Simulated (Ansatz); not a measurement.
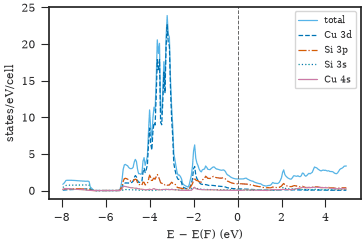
Fig. 1. Total and projected density of states of SrCu₂Si₂ in space group I4/mmm (No. 139; Cu on 4d, Si on 4e, Sr on 2a), plane-wave PAW PBEsol (Ansatz code)

**Question.** Which orbitals carry the states next to the Fermi level?

**Answer.** Within 0.5 eV of the Fermi level: Si 3p 58 %, Cu 3d 15 %, outside the projected shells 18 %. Projections are on Löwdin-orthogonalised atomic valence shells; empty p or d shells of many metals are not among them.

**Question.** Where is the tallest occupied peak in this window, and what makes it?

**Answer.** Near -3.2 eV, about 24 states/eV per cell; the largest projected share is Cu 3d.

The workflow started from an entry of the Crystallography Open Database (COD). Whether it is the stable phase at ambient conditions was not checked. The cell was relaxed with PBEsol under the symmetry of its start; whether a distortion lowers the energy is not shown. The run is not spin-polarised. Spin–orbit coupling is left out wherever it is not named.

Potentials: the later of the program's two PAW sets.
